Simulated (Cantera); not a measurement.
Feed: 1 mol HgO, 0.59 mol H2, held at 0.133 bar.

Cantera equilibrium calculation (NASA polynomials, part measured and part estimated; ideal gas, pure solids and liquids). Candidate condensed phases: H2O, Hg, HgO; 10 gas species. Rates play no part.

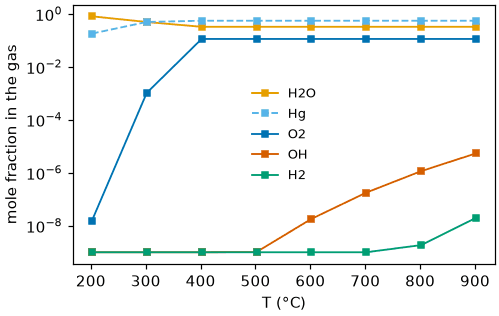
Figure: Equilibrium gas composition (values under 1e-9 drawn at 1e-9)

Problem. Read off the mole fractions at 602 °C.

Solution. Hg about 0.56, H2O about 0.33, O2 about 0.11, OH about 1.8e-8.
